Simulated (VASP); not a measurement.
Band structure of Ti$_{3}$Pt (space group I4/mmm). All values below come from PBE GGA, VASP's PBE PAW potentials (set 64) (plane waves; VASP).

Unless said otherwise, spin-orbit coupling is left out, though it shifts the bands of the heavy elements here.

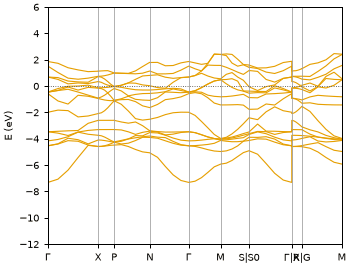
*Bands along high-symmetry lines, zero at the valence-band maximum or, without a gap, the Fermi level*

**Question.** Read the plot: is there a gap, and where are the band edges?

**Answer.** It has no gap at this level: it comes out as a metal or semimetal.

The structure was generated: Ti3Pt was put into an ordered model structure, which need not be its known phase. The cell was not relaxed at this level. The k-mesh is coarse (spacing up to 0.38 per Å, 2π included), so the numbers may not be converged in it.
